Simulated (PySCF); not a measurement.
# CH4Si (SMILES C[SiH]) at MP2/6-311G (density fitting, max memory mb 1860)

Wanted: a single-point energy of CH4Si. 

Program for the calculation: PySCF 2.14.0.

**1. The molecule**

CH4Si: 6 atoms, total charge 0, spin state singlet. As SMILES, `C[SiH]`. The shape was relaxed beforehand at TPSS/DZVP2.

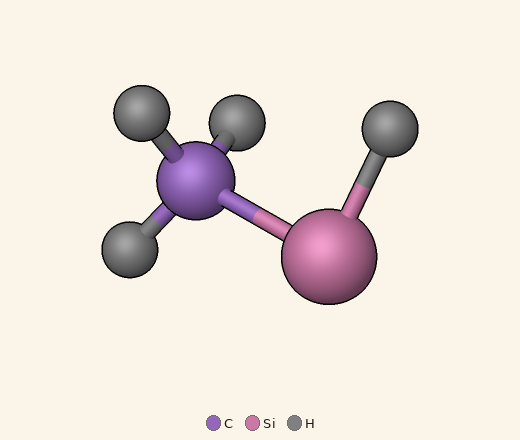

The structure, seen from a chosen angle (carbon purple, silicon pink, hydrogen grey).

**2. A single-point energy at MP2/6-311G (density fitting, max memory mb 1860)**

The input, run.py:

```python
# C[SiH]
from pyscf import gto, mp
from pyscf import df

mol = gto.M(
    atom='''
C   -0.094052  -0.363050  -0.367098
Si   0.976966   0.150810   1.139808
H   -1.157326  -0.396998  -0.077399
H    0.186543  -1.330121  -0.798479
H   -0.030005   0.408874  -1.151841
H    0.229554   1.472332   1.352062
''',
    basis='6-311g',
    charge=0,
    max_memory=1860,
    verbose=4,
)

calc0 = mol.RHF()
calc0 = calc0.density_fit(auxbasis=df.aug_etb(mol, beta=2.0))
calc0.kernel()

pt = mp.MP2(calc0).run()
e_tot = pt.e_tot
print('E(%s) = %.9f' % ('MP2', e_tot))
dip = calc0.dip_moment()
pop, q = calc0.mulliken_pop()
```

On the command line:

```console
$ OMP_NUM_THREADS=1 python run.py
```

What values should one expect? Wanted: total energy; dipole moment; HOMO energy; LUMO energy; HOMO–LUMO gap; correlation energy.

**Answer.** As computed:

At MP2/6-311G (density fitting, max memory mb 1860):

| quantity | value |
| --- | --- |
| total energy | -329.31723 Eh |
| dipole moment (Hartree–Fock density) | 1.06 D |
| HOMO energy (Hartree–Fock orbitals) | -8.65 eV |
| LUMO energy (Hartree–Fock orbitals) | 0.49 eV |
| HOMO–LUMO gap (Hartree–Fock orbitals) | 9.13 eV |
| correlation energy | -282.9 mEh |

What this shows: Mulliken charges of the mean-field density run from -1.07 on C1 to +0.66 on Si2.
